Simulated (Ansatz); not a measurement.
**PHF₂ (singlet): correlated methods under varied settings at a displaced geometry (v2)**

What do other methods and options give for PHF₂ (singlet) at this geometry, and how long do they take?

The runs use Ansatz 0.2.0, Gaussian basis; the settings change from run to run.

18 further runs of the same task are left out: 6 for a known fault of the program, 3 that didn't finish, 9 set aside as unsound or not needed.

### Step 1. What is computed

The geometry is a PBE0/def2-TZVP stationary point (not a proven minimum) with its atoms shifted at random (size 0.100 Å).

4 atoms, charge 0, spin multiplicity 1.

Atoms are counted from 1 here; the program's logs count them from 0.

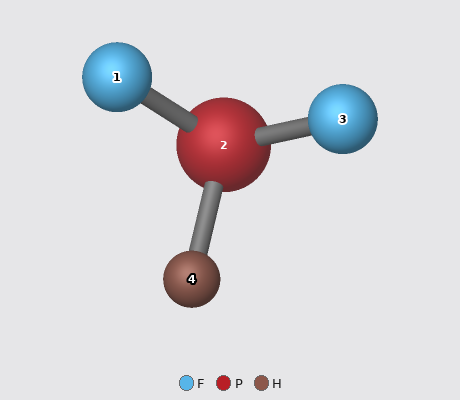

The geometry (fluorine blue, phosphorus red, hydrogen brown); atoms are numbered from 1 in the order of the file.

### Step 2. HF/cc-pVDZ

in.yaml reads:

```yaml
crystal:
  periodic: [false, false, false]
  atoms:
    - {symbol: F, position_ang: [0.143715, 0.474879, 1.202596]}
    - {symbol: P, position_ang: [-0.166659, -0.534256, 0.005224]}
    - {symbol: F, position_ang: [0.055462, 0.450829, -1.211922]}
    - {symbol: H, position_ang: [1.367140, -1.030873, 0.015258]}
basis:
  gaussian: {orbitals: cc-pVDZ}
magnetization: {spin_polarized: true, initial_magnetization: 0}
hamiltonian: {xc: hf}
scf: {lower_state_search: full}
output: {forces: true, orbitals: {seedname: orbitals}}
```

Run with:

```
> ansatz run in.yaml --threads 1 --pin off --events-out ev --progress --plain --max-ram 2393MiB
```

Log:

```text
Functional definition: HF
  name "HF"
  cite "Fock, Z. Phys. 61, 126 (1930) doi:10.1007/BF01340294"
  parent pbe
  exchange = exact_x
  correlation = 0
496 factors; integrals over basis functions are off by at most 1.0e-3 eV
mean field evaluation 1: about -14698.3102 eV, gradient 2.1e1 eV
mean field evaluation 2: about -14698.3524 eV, gradient 2.1e1 eV
mean field evaluation 4: about -14700.0609 eV, gradient 1.4e0 eV
mean field evaluation 8: about -14700.0802 eV, gradient 1.4e-4 eV
mean field -14700.08022084 eV, -540.2179840436 hartree, gradient 2.3e-5 eV, S^2 0.000000; 0 other end points of the search recorded, 0 dependent functions left out
the calculation of the forces begins
reference -14700.08022084 eV, -540.2179840436 hartree; 17, 17 occupied and 34, 34 virtual orbitals, 496 factors
Total energy: -14700.08022084 eV, -540.2179840436 hartree
Atom 0 at     0.143715     0.474879     1.202596 Å, force    -0.378830     0.560493     0.493003 eV/Å
Atom 1 at    -0.166659    -0.534256     0.005224 Å, force     3.353428    -1.657865     0.516229 eV/Å
Atom 2 at     0.055462     0.450829    -1.211922 Å, force    -0.140002     0.739213    -0.825892 eV/Å
Atom 3 at     1.367140    -1.030873     0.015258 Å, force    -2.834596     0.358159    -0.183340 eV/Å
Dipole moment:    -0.073254    -0.360778    -0.014563 e Å
```

Run time: 0.42 s. Hardware: 1 thread of Arm Neoverse V2, shared host.

From the report: ⟨S²⟩ of the determinant 0.000 (pure singlet: 0.00).

### Step 3. HF/cc-pVDZ

Changes to in.yaml since step 2:

```diff
@@ -8,6 +8,6 @@
 basis:
-  gaussian: {orbitals: cc-pVDZ}
-magnetization: {spin_polarized: true, initial_magnetization: 0}
+  gaussian: {orbitals: cc-pVDZ, fitting: {mean_field: def2-universal-jkfit}}
+magnetization: {spin_polarized: false}
 hamiltonian: {xc: hf}
 scf: {lower_state_search: full}
-output: {forces: true, orbitals: {seedname: orbitals}}
+output: {orbitals: {seedname: orbitals}}
```

Launched as before.

Log:

```text
Functional definition: HF
  name "HF"
  cite "Fock, Z. Phys. 61, 126 (1930) doi:10.1007/BF01340294"
  parent pbe
  exchange = exact_x
  correlation = 0
300 factors; integrals over basis functions are off by at most 4.6e-1 eV
mean field evaluation 1: about -14698.3627 eV, gradient 3.0e1 eV
mean field evaluation 2: about -14699.5967 eV, gradient 1.8e1 eV
mean field evaluation 4: about -14700.0762 eV, gradient 5.2e-1 eV
mean field -14700.07801409 eV, -540.2179029470 hartree, gradient 2.0e-5 eV, S^2 0.000000; 0 other end points of the search recorded, 0 dependent functions left out
reference -14700.07801409 eV, -540.2179029470 hartree; 17, 17 occupied and 34, 34 virtual orbitals, 300 factors
Total energy: -14700.07801409 eV, -540.2179029470 hartree
```

Wall time 0.12 s (1 thread of Arm Neoverse V2, shared host).

### Step 4. BCCD on UHF/cc-pVDZ

Changes to in.yaml since step 3:

```diff
@@ -9,5 +9,4 @@
   gaussian: {orbitals: cc-pVDZ, fitting: {mean_field: def2-universal-jkfit}}
-magnetization: {spin_polarized: false}
-hamiltonian: {xc: hf}
-scf: {lower_state_search: full}
-output: {orbitals: {seedname: orbitals}}
+magnetization: {spin_polarized: true, initial_magnetization: 0}
+correlation: {method: bccd, electrons: outside_noble_gas, diis_vectors: 4}
+scf: {lower_state_search: off}
```

Same command.

Log, shortened:

```text
Functional definition: HF
  name "HF"
  cite "Fock, Z. Phys. 61, 126 (1930) doi:10.1007/BF01340294"
  parent pbe
[...]
300 factors; integrals over basis functions are off by at most 4.6e-1 eV
[...]
mean field -14700.07801409 eV, -540.2179029470 hartree, gradient 1.5e-6 eV, S^2 0.000000; 0 other end points of the search recorded, 0 dependent functions left out
7 core orbitals not correlated: weight in the atoms' cores, before any rotation towards them, 1.000 or more for the frozen orbitals, at most 0.000 for the correlated occupied ones
reference -14700.07801409 eV, -540.2179029470 hartree; 10, 10 occupied and 34, 34 virtual orbitals, 300 factors
second order -13.31970343 eV of doubles, -0.00000000 eV of singles
cycle   1  -13.42636957 eV  change   -1.1e-1 eV  update   9.0e-2
[...]
cycle  11  -13.82675912 eV  change   -1.4e-6 eV  update   3.4e-6
Total energy: -14713.90477321 eV, -540.7260269727 hartree
Checks for a lower state left out: stability, starts, cluster_reference, orbital_swaps, neighbouring_geometries, increment
```

Wall time 1.4 s (1 thread of Arm Neoverse V2, shared host).

From the report: ⟨S²⟩ of the determinant 0.000 (pure singlet: 0.00); correlation -13.8268 eV; largest double amplitude 0.08.

### Step 5. CCSD(T) on RHF/cc-pVDZ

in.yaml reads:

```yaml
crystal:
  periodic: [false, false, false]
  atoms:
    - {symbol: F, position_ang: [0.143715, 0.474879, 1.202596]}
    - {symbol: P, position_ang: [-0.166659, -0.534256, 0.005224]}
    - {symbol: F, position_ang: [0.055462, 0.450829, -1.211922]}
    - {symbol: H, position_ang: [1.367140, -1.030873, 0.015258]}
basis:
  gaussian: {orbitals: cc-pVDZ}
magnetization: {spin_polarized: false}
correlation: {method: ccsd_t, electrons: outside_noble_gas}
scf: {omitted_lower_state_checks: [cluster_reference]}
output: {forces: true}
```

The command is unchanged.

Log, shortened:

```text
Functional definition: HF
  name "HF"
  cite "Fock, Z. Phys. 61, 126 (1930) doi:10.1007/BF01340294"
  parent pbe
[...]
496 factors; integrals over basis functions are off by at most 1.0e-3 eV
[...]
mean field -14700.08022084 eV, -540.2179840436 hartree, gradient 1.9e-6 eV, S^2 0.000000; 0 other end points of the search recorded, 0 dependent functions left out
7 core orbitals not correlated: weight in the atoms' cores, before any rotation towards them, 1.000 or more for the frozen orbitals, at most 0.000 for the correlated occupied ones
reference -14700.08022084 eV, -540.2179840436 hartree; 10, 10 occupied and 34, 34 virtual orbitals, 496 factors
second order -13.32224479 eV of doubles, -0.00000000 eV of singles
cycle   1  -13.43423797 eV  change   -1.1e-1 eV  update   9.0e-2
[...]
cycle  10  -13.85716499 eV  change    5.1e-7 eV  update   5.3e-6
perturbative correction -0.26698652 eV, -0.0098115736 hartree
[...]
Total energy: -14714.20437235 eV, -540.7370370380 hartree
Atom 0 at     0.143715     0.474879     1.202596 Å, force    -0.154772     1.102450     1.296986 eV/Å
Atom 1 at    -0.166659    -0.534256     0.005224 Å, force     2.373427    -2.615100     0.538683 eV/Å
Atom 2 at     0.055462     0.450829    -1.211922 Å, force     0.008295     1.299362    -1.673608 eV/Å
Atom 3 at     1.367140    -1.030873     0.015258 Å, force    -2.226951     0.213287    -0.162061 eV/Å
Dipole moment:    -0.084502    -0.283866    -0.014051 e Å
Checks for a lower state left out: cluster_reference
```

It took 2.2 s on 1 thread of Arm Neoverse V2, shared host.

From the report: correlation -14.1242 eV; T1 0.013; largest double amplitude 0.08.

### Step 6. HF/def2-SVP

in.yaml reads:

```yaml
crystal:
  periodic: [false, false, false]
  atoms:
    - {symbol: F, position_ang: [0.143715, 0.474879, 1.202596]}
    - {symbol: P, position_ang: [-0.166659, -0.534256, 0.005224]}
    - {symbol: F, position_ang: [0.055462, 0.450829, -1.211922]}
    - {symbol: H, position_ang: [1.367140, -1.030873, 0.015258]}
basis:
  gaussian: {orbitals: def2-SVP}
magnetization: {spin_polarized: true, initial_magnetization: 0}
hamiltonian: {xc: hf}
scf: {lower_state_search: full}
output: {forces: true, orbitals: {seedname: orbitals}}
```

Same command.

Log, shortened:

```text
Functional definition: HF
  name "HF"
  cite "Fock, Z. Phys. 61, 126 (1930) doi:10.1007/BF01340294"
  parent pbe
[...]
469 factors; integrals over basis functions are off by at most 1.3e-3 eV
[...]
mean field -14692.63238746 eV, -539.9442812153 hartree, gradient 1.7e-5 eV, S^2 0.000000; 0 other end points of the search recorded, 0 dependent functions left out
[...]
reference -14692.63238746 eV, -539.9442812153 hartree; 17, 17 occupied and 34, 34 virtual orbitals, 469 factors
Total energy: -14692.63238746 eV, -539.9442812153 hartree
Atom 0 at     0.143715     0.474879     1.202596 Å, force    -0.547240     0.039654    -0.138909 eV/Å
Atom 1 at    -0.166659    -0.534256     0.005224 Å, force     3.751283    -0.624053     0.472559 eV/Å
Atom 2 at     0.055462     0.450829    -1.211922 Å, force    -0.266677     0.201921    -0.148456 eV/Å
Atom 3 at     1.367140    -1.030873     0.015258 Å, force    -2.937367     0.382478    -0.185194 eV/Å
Dipole moment:    -0.068239    -0.368152    -0.015182 e Å
```

Run time: 0.36 s. Hardware: 1 thread of Arm Neoverse V2, shared host.

From the report: ⟨S²⟩ of the determinant 0.000 (pure singlet: 0.00).

### Step 7. CCSDT(Q)/B/STO-3G

Changes to in.yaml since step 6:

```diff
@@ -8,6 +8,5 @@
 basis:
-  gaussian: {orbitals: def2-SVP}
+  gaussian: {orbitals: STO-3G}
 magnetization: {spin_polarized: true, initial_magnetization: 0}
-hamiltonian: {xc: hf}
-scf: {lower_state_search: full}
-output: {forces: true, orbitals: {seedname: orbitals}}
+hamiltonian: {xc: {name: B3LYP}}
+correlation: {method: ccsdt_q_b, electrons: outside_noble_gas}
```

The command is unchanged.

Log, shortened:

```text
Functional definition: B3LYP
  name "B3LYP"
  cite "Stephens, Devlin, Chabalowski & Frisch, J. Phys. Chem. 98, 11623 (1994) doi:10.1021/j100096a001"
  cite "Becke, Phys. Rev. A 38, 3098 (1988) doi:10.1103/PhysRevA.38.3098"
  cite "Lee, Yang & Parr, Phys. Rev. B 37, 785 (1988) doi:10.1103/PhysRevB.37.785"
  cite "Vosko, Wilk & Nusair, Can. J. Phys. 58, 1200 (1980) doi:10.1139/p80-159"
[...]
356 factors; integrals over basis functions are off by at most 4.2e-8 eV
[...]
mean field -14552.97674055 eV, -534.8120308532 hartree, gradient 3.4e-6 eV, S^2 0.000000; 0 other end points of the search recorded, 0 dependent functions left out
7 core orbitals not correlated: weight in the atoms' cores, before any rotation towards them, 1.000 or more for the frozen orbitals, at most 0.000 for the correlated occupied ones
reference -14517.35515821 eV, -533.5029618474 hartree; 10, 10 occupied and 3, 3 virtual orbitals, 356 factors
second order -2.39444988 eV of doubles, -0.50889195 eV of singles
cycle   1  -2.74446832 eV  change    1.2e-1 eV  update   1.0e-1
[...]
cycle  13  -3.25088229 eV  change    6.7e-7 eV  update   9.7e-7
perturbative correction -0.01132196 eV, -0.0004160744 hartree
Total energy: -14520.61736246 eV, -533.6228456424 hartree
```

Run time: 1.4 s. Hardware: 1 thread of Arm Neoverse V2, shared host.

From the report: ⟨S²⟩ of the determinant 0.000 (pure singlet: 0.00); correlation -3.2622 eV; T1 0.016; largest double amplitude 0.10. The orbitals are Kohn-Sham ones, so correlation energy and T1 don't compare with those on Hartree-Fock orbitals.

### Step 8. BCCD(T) on RHF/6-31++G**

Changes to in.yaml since step 7:

```diff
@@ -8,5 +8,5 @@
 basis:
-  gaussian: {orbitals: STO-3G}
-magnetization: {spin_polarized: true, initial_magnetization: 0}
-hamiltonian: {xc: {name: B3LYP}}
-correlation: {method: ccsdt_q_b, electrons: outside_noble_gas}
+  gaussian: {orbitals: "6-31++G**"}
+magnetization: {spin_polarized: false}
+correlation: {method: bccd_t, electrons: outside_noble_gas}
+output: {forces: true}
```

Same command.

Log, shortened:

```text
Functional definition: HF
  name "HF"
  cite "Fock, Z. Phys. 61, 126 (1930) doi:10.1007/BF01340294"
  parent pbe
[...]
556 factors; integrals over basis functions are off by at most 1.1e-3 eV
[...]
mean field -14699.99676154 eV, -540.2149169710 hartree, gradient 8.7e-6 eV, S^2 0.000000; 0 other end points of the search recorded, 0 dependent functions left out
7 core orbitals not correlated: weight in the atoms' cores, before any rotation towards them, 1.000 or more for the frozen orbitals, at most 0.000 for the correlated occupied ones
reference -14699.99676154 eV, -540.2149169710 hartree; 10, 10 occupied and 50, 50 virtual orbitals, 556 factors
second order -12.74531220 eV of doubles, -0.00000000 eV of singles
cycle   1  -12.66852098 eV  change    7.7e-2 eV  update   1.0e-1
[...]
cycle  11  -13.13018412 eV  change    4.9e-7 eV  update   4.3e-6
perturbative correction -0.37802151 eV, -0.0138920344 hartree
[...]
Total energy: -14713.50496717 eV, -540.7113343717 hartree
Atom 0 at     0.143715     0.474879     1.202596 Å, force    -0.181383     0.814955     0.895540 eV/Å
Atom 1 at    -0.166659    -0.534256     0.005224 Å, force     2.627924    -2.157672     0.479419 eV/Å
Atom 2 at     0.055462     0.450829    -1.211922 Å, force    -0.011150     0.988781    -1.222030 eV/Å
Atom 3 at     1.367140    -1.030873     0.015258 Å, force    -2.435391     0.353936    -0.152929 eV/Å
Dipole moment:    -0.065505    -0.314520    -0.015248 e Å
```

Run time: 7.5 s. Hardware: 1 thread of Arm Neoverse V2, shared host; peak memory 0.25 GiB.

From the report: correlation -13.5082 eV; largest double amplitude 0.05.

### Step 9. CCSD(T) on UHF/STO-3G

Changes to in.yaml since step 8:

```diff
@@ -8,5 +8,5 @@
 basis:
-  gaussian: {orbitals: "6-31++G**"}
-magnetization: {spin_polarized: false}
-correlation: {method: bccd_t, electrons: outside_noble_gas}
-output: {forces: true}
+  gaussian: {orbitals: STO-3G}
+magnetization: {spin_polarized: true, initial_magnetization: 0}
+correlation: {method: ccsd_t, electrons: all, diis_vectors: 12}
+scf: {lower_state_search: full}
```

Same command.

Log, shortened:

```text
Functional definition: HF
  name "HF"
  cite "Fock, Z. Phys. 61, 126 (1930) doi:10.1007/BF01340294"
  parent pbe
[...]
253 factors; integrals over basis functions are off by at most 1.4e-5 eV
[...]
mean field -14517.97757327 eV, -533.5258351789 hartree, gradient 1.8e-6 eV, S^2 0.000000; 0 other end points of the search recorded, 0 dependent functions left out
reference -14517.97757327 eV, -533.5258351789 hartree; 17, 17 occupied and 3, 3 virtual orbitals, 253 factors
second order -1.94294538 eV of doubles, -0.00000000 eV of singles
cycle   1  -2.32084777 eV  change   -3.8e-1 eV  update   7.4e-2
[...]
cycle   8  -2.60739908 eV  change    9.9e-6 eV  update   2.5e-5
perturbative correction -0.09213484 eV, -0.0033858931 hartree
Total energy: -14520.67710719 eV, -533.6250412209 hartree
```

It took 0.24 s on 1 thread of Arm Neoverse V2, shared host.

From the report: ⟨S²⟩ of the determinant 0.000 (pure singlet: 0.00); correlation -2.6995 eV; T1 0.009; largest double amplitude 0.09.

### Step 10. MP2 on UHF/def2-SVP

Changes to in.yaml since step 9:

```diff
@@ -8,5 +8,5 @@
 basis:
-  gaussian: {orbitals: STO-3G}
+  gaussian: {orbitals: def2-SVP}
 magnetization: {spin_polarized: true, initial_magnetization: 0}
-correlation: {method: ccsd_t, electrons: all, diis_vectors: 12}
-scf: {lower_state_search: full}
+correlation: {method: mp2, electrons: outside_noble_gas}
+output: {forces: true}
```

Launched as before.

Log, shortened:

```text
Functional definition: HF
  name "HF"
  cite "Fock, Z. Phys. 61, 126 (1930) doi:10.1007/BF01340294"
  parent pbe
[...]
469 factors; integrals over basis functions are off by at most 1.3e-3 eV
[...]
mean field -14692.63238746 eV, -539.9442812153 hartree, gradient 8.0e-7 eV, S^2 0.000000; 0 other end points of the search recorded, 0 dependent functions left out
7 core orbitals not correlated: weight in the atoms' cores, before any rotation towards them, 1.000 or more for the frozen orbitals, at most 0.000 for the correlated occupied ones
reference -14692.63238746 eV, -539.9442812153 hartree; 10, 10 occupied and 34, 34 virtual orbitals, 469 factors
second order -13.22269349 eV of doubles, -0.00000000 eV of singles
[...]
Total energy: -14705.85508095 eV, -540.4302062383 hartree
Atom 0 at     0.143715     0.474879     1.202596 Å, force    -0.359335     0.522557     0.635982 eV/Å
Atom 1 at    -0.166659    -0.534256     0.005224 Å, force     3.091229    -1.521976     0.498240 eV/Å
Atom 2 at     0.055462     0.450829    -1.211922 Å, force    -0.148790     0.702516    -0.966089 eV/Å
Atom 3 at     1.367140    -1.030873     0.015258 Å, force    -2.583104     0.296904    -0.168133 eV/Å
Dipole moment:    -0.072228    -0.293477    -0.015257 e Å
```

Run time: 0.63 s. Hardware: 1 thread of Arm Neoverse V2, shared host.

From the report: ⟨S²⟩ of the determinant 0.000 (pure singlet: 0.00).

### Step 11. All runs side by side

Where basis and cores are those of an earlier RCCSDT(Q)/cc-pVDZ run (-14714.2548 eV), and the state is the same kind, the miss against it is given.

| level | correlated | functions | energy (eV) | from RCCSDT(Q) (meV) | time |
| --- | --- | --- | --- | --- | --- |
| HF/cc-pVDZ |  | 51 | -14700.0802 | 14174.6 | 0.42 s |
| HF/cc-pVDZ |  | 51 | -14700.0780 | 14176.8 | 0.12 s |
| BCCD on UHF/cc-pVDZ | outside noble gas | 51 | -14713.9048 | 350.0 | 1.4 s |
| CCSD(T) on RHF/cc-pVDZ | outside noble gas | 51 | -14714.2044 | 50.4 | 2.2 s |
| HF/def2-SVP |  | 51 | -14692.6324 |  | 0.36 s |
| CCSDT(Q)/B/STO-3G (on B3LYP orbitals) | outside noble gas | 20 | -14520.6174 |  | 1.4 s |
| BCCD(T) on RHF/6-31++G** | outside noble gas | 67 | -14713.5050 |  | 7.5 s |
| CCSD(T) on UHF/STO-3G | all | 20 | -14520.6771 |  | 0.24 s |
| MP2 on UHF/def2-SVP | outside noble gas | 51 | -14705.8551 |  | 0.63 s |

### Step 12. Summary of results

```
quantity                            value
    runs                                9
quickest               HF/cc-pVDZ, 0.12 s
 slowest  BCCD(T) on RHF/6-31++G**, 7.5 s
```

**Reading.** Total energies in different bases, with other cores or another treatment of relativity can't be set against each other. BCCD(T) on RHF/6-31++G** took 63 times as long as HF/cc-pVDZ; the jobs differ in more than the method. Among the correlated runs with a miss given, it spans +50 to +350 meV. Hartree-Fock, CASSCF and CASCI lack dynamic correlation by design.
